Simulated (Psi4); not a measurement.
# SiNH4O (SMILES N[SiH]O) at UM06-L/6-311+G(d,p)

Aim: the vertical ionisation energy of SiNH4O at UM06-L/6-311+G**, from 2 runs. 

Program for the calculation: Psi4 1.11.

4 further runs of the same task are left out: 2 that didn't finish, 2 set aside as unsound or not needed. Runs told in other sessions of the task aren't counted.

## (1) The system as given

The species is SiNH4O (7 atoms), meant as a doublet with charge 0. As SMILES, `N[SiH]O`. Geometry: relaxed at PBE0-D4/def2-TZVP. This is one conformer, not always the lowest.

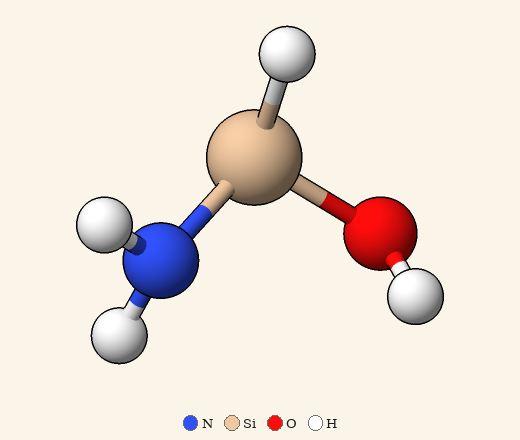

Viewed from a chosen angle; nitrogen blue, silicon light orange, oxygen red, hydrogen white.

## (2) A single-point energy at UM06-L/6-311+G(d,p)

The input, input.json:

```json
{
  "schema_name": "qcschema_input",
  "schema_version": 1,
  "molecule": {
    "schema_name": "qcschema_molecule",
    "schema_version": 2,
    "symbols": ["N", "Si", "O", "H", "H", "H", "H"],
    "geometry": [-1.31317068, 1.03613683, -1.08697047, 0.55387873, 0.30046645, 1.47644302, 3.06683653, -1.27065185, 0.51079297, -0.67255353, 2.20738909, -2.44681739, -3.1857003, 1.27216363, -0.81806244, -1.13213492, -1.25080972, 3.14582708, 2.79849542, -2.42338478, -0.86738429],
    "molecular_charge": 0,
    "molecular_multiplicity": 2,
    "fix_symmetry": "c1"
  },
  "driver": "energy",
  "model": {
    "method": "m06-l",
    "basis": "6-311+G**"
  },
  "keywords": {
    "reference": "uks",
    "puream": true,
    "e_convergence": 1e-09,
    "d_convergence": 1e-08,
    "scf_type": "pk",
    "dft_radial_points": 99,
    "dft_spherical_points": 590,
    "maxiter": 100,
    "scf_properties": ["MULLIKEN_CHARGES", "WIBERG_LOWDIN_INDICES", "DIPOLE"]
  }
}
```

Launch:

```console
psi4 --qcschema input.json -n 1 --memory 2200MB
```

stdout (excerpt; [...] marks lines left out):

```text
[...]
  Running in c1 symmetry.
[...]
  Nuclear repulsion =  111.033668838006434
[...]
  Multiplicity = 2
[...]
  Nalpha       = 17
  Nbeta        = 16
[...]
    Number of basis functions: 98
[...]
   @UKS iter   1:  -421.39840896706585   -6.93175e-02   1.18524e-02 DIIS/ADIIS
[...]
   @UKS iter  13:  -421.91492847078263   -7.10543e-12   8.74075e-09 DIIS
[...]
   @S^2 Observed:                7.525655271E-01
[...]
    Orbital Energies [Eh]
    ---------------------
    Alpha Occupied:
       1A    -65.844483     2A    -18.964976     3A    -14.168210
       4A     -5.255741     5A     -3.566871     6A     -3.566128
       7A     -3.564375     8A     -0.981759     9A     -0.834719
      10A     -0.521938    11A     -0.470611    12A     -0.448192
      13A     -0.358630    14A     -0.328676    15A     -0.292349
      16A     -0.269620    17A     -0.164806
    Alpha Virtual:
      18A     -0.007312    19A      0.002797    20A      0.025598
      21A      0.033504    22A      0.062442    23A      0.072180
      24A      0.090744    25A      0.108466    26A      0.124065
[...]
  @UKS Final Energy:  -421.91492847078263
   => Energetics <=
    Nuclear Repulsion Energy =            111.0336688380064345
    One-Electron Energy =                -802.6817958265492052
    Two-Electron Energy =                 307.7357238518902705
    DFT Exchange-Correlation Energy =     -38.0025253341300981
    Empirical Dispersion Energy =           0.0000000000000000
    VV10 Nonlocal Energy =                  0.0000000000000000
    Total Energy =                       -421.9149284707826268
  UHF NO Occupations:
  HONO-2 :   15  A 1.9998239
  HONO-1 :   16  A 1.9990615
[...]
 Multipole Moments:
 ------------------------------------------------------------------------------------
     Multipole            Electronic (a.u.)      Nuclear  (a.u.)        Total (a.u.)
 ------------------------------------------------------------------------------------
 L = 1.  Multiply by 2.5417464519 to convert [e a0] to [Debye]
 Dipole X            :          1.8166355           -2.4866306           -0.6699951
 Dipole Y            :          0.3607710           -0.1750497            0.1857213
 Dipole Z            :          0.9117484           -1.5405283           -0.6287799
 Magnitude           :                                                    0.9374167
[...]
  Mulliken Charges: (a.u.)
   Center  Symbol    Alpha    Beta     Spin     Total
       1     N     3.88977  3.84518  0.04459 -0.73495
       2    SI     7.20604  6.25551  0.95053  0.53845
       3     O     4.18838  4.26453 -0.07616 -0.45291
       4     H     0.36661  0.36917 -0.00256  0.26422
       5     H     0.36808  0.36992 -0.00184  0.26200
       6     H     0.61064  0.54986  0.06078 -0.16050
       7     H     0.37048  0.34582  0.02466  0.28370
   Total alpha = 17.00000, Total beta = 16.00000, Total charge =  0.00000
  Wiberg Bond Indices using Orthogonal Lowdin Orbitals:
[...]
```

The result, in JSON:

```text
{
 "driver": "energy",
 "model": {
  "method": "m06-l",
  "basis": "6-311+G**"
 },
 "success": true,
 "return_result": -421.9149284707826,
 "properties": {
  "calcinfo_nbasis": 98,
  "calcinfo_nmo": 98,
  "calcinfo_nalpha": 17,
  "calcinfo_nbeta": 16,
  "calcinfo_natom": 7,
  "nuclear_repulsion_energy": 111.03366883800643,
  "return_energy": -421.9149284707826,
  "scf_one_electron_energy": -802.6817958265492,
  "scf_two_electron_energy": 307.73572385189027,
  "scf_xc_energy": -38.0025253341301,
  "scf_dipole_moment": [-0.6699951480498894, 0.1857212717478195, -0.6287798796805467],
  "scf_total_energy": -421.9149284707826,
  "scf_iterations": 13
 }
}
```

Wall time 36 s (1 thread of Intel Xeon 6975P-C (Granite Rapids), shared host); peak memory 1.1 GiB.

## (3) The singlet cation at the same level

The input, input.in:

```
memory 2.2 GB

molecule {
  1 1
  N     -0.694900     0.548300    -0.575200
  Si     0.293100     0.159000     0.781300
  O      1.622900    -0.672400     0.270300
  H     -0.355900     1.168100    -1.294800
  H     -1.685800     0.673200    -0.432900
  H     -0.599100    -0.661900     1.664700
  H      1.480900    -1.282400    -0.459000
  symmetry c1
  no_reorient
  no_com
}

set basis 6-311+G**
set puream true
set e_convergence 1e-09
set d_convergence 1e-08
set scf_type pk
set dft_radial_points 99
set dft_spherical_points 590

energy_value, wavefunction = energy('m06-l', return_wfn=True)
oeprop(wavefunction, 'LOWDIN_CHARGES', 'MULLIKEN_CHARGES', 'QUADRUPOLE')
print_variables()
```

Launch:

```console
psi4 -i input.in -o input.out -n 1
```

input.out (excerpt; [...] marks lines left out):

```text
[...]
  Running in c1 symmetry.
[...]
  Nuclear repulsion =  111.033668793337768
[...]
  Multiplicity = 1
[...]
  Nalpha       = 16
  Nbeta        = 16
[...]
    Number of basis functions: 98
[...]
   @RKS iter   1:  -421.14549724877656    1.83597e-01   1.13501e-02 DIIS/ADIIS
[...]
   @RKS iter  13:  -421.63302191989618   -6.25278e-13   4.37384e-09 DIIS
[...]
  @RKS Final Energy:  -421.63302191989618
   => Energetics <=
    Nuclear Repulsion Energy =            111.0336687933377675
    One-Electron Energy =                -794.0637847987982241
    Two-Electron Energy =                 299.0709637036911204
    DFT Exchange-Correlation Energy =     -37.6738696181267727
    Empirical Dispersion Energy =           0.0000000000000000
    VV10 Nonlocal Energy =                  0.0000000000000000
    Total Energy =                       -421.6330219198961800
[...]
 Multipole Moments:
 ------------------------------------------------------------------------------------
     Multipole            Electronic (a.u.)      Nuclear  (a.u.)        Total (a.u.)
 ------------------------------------------------------------------------------------
 L = 1.  Multiply by 2.5417464519 to convert [e a0] to [Debye]
 Dipole X            :        -21.1994238           20.9049063           -0.2945175
 Dipole Y            :         -0.4008187            1.0996316            0.6988129
 Dipole Z            :        -15.6719900           16.1613158            0.4893258
 Magnitude           :                                                    0.9025075
 L = 2.  Multiply by 1.3450342976 to convert [e a0^2] to [Debye ang]
 Quadrupole XX       :       -126.3504933          111.3240749          -15.0264185
 Quadrupole XY       :         48.2036518          -49.2725811           -1.0689293
[...]
  Mulliken Charges: (a.u.)
   Center  Symbol    Alpha    Beta     Spin     Total
       1     N     3.81166  3.81166  0.00000 -0.62333
       2    SI     6.51588  6.51588  0.00000  0.96823
       3     O     4.21523  4.21523  0.00000 -0.43045
       4     H     0.32720  0.32720  0.00000  0.34559
       5     H     0.33137  0.33137  0.00000  0.33727
       6     H     0.47941  0.47941  0.00000  0.04117
       7     H     0.31924  0.31924  0.00000  0.36152
   Total alpha = 16.00000, Total beta = 16.00000, Total charge =  1.00000
  Lowdin Charges: (a.u.)
[...]
```

It took 24 s on 1 thread of Intel Xeon 6975P-C (Granite Rapids), shared host; peak memory 1.1 GiB.

## (4) Results

At UM06-L/6-311+G**:

```
                                          quantity          value
                      doublet SiNH4O: total energy  -421.91493 Eh
                     doublet SiNH4O: dipole moment         2.38 D
doublet SiNH4O: HOMO energy (highest over α and β)       -4.48 eV
 doublet SiNH4O: LUMO energy (lowest over α and β)       -2.57 eV
                              doublet SiNH4O: ⟨S²⟩          0.753
                      singlet cation: total energy  -421.63302 Eh
                       singlet cation: HOMO energy      -13.84 eV
                       singlet cation: LUMO energy      -10.72 eV
                     singlet cation: HOMO–LUMO gap        3.12 eV
vertical ionisation energy (to the singlet cation)       7.671 eV
```

Removing an electron at fixed nuclei costs 7.67 eV (740 kJ/mol). Mulliken charges (doublet SiNH4O) run from -0.73 on N1 to +0.54 on Si2; in a basis this large or diffuse they mean little. With no_com the log's rotational constants are taken about the origin, not the centre of mass, so they aren't the molecule's. Mulliken charges (singlet cation) run from -0.62 on N1 to +0.97 on Si2; in a basis this large or diffuse they mean little.
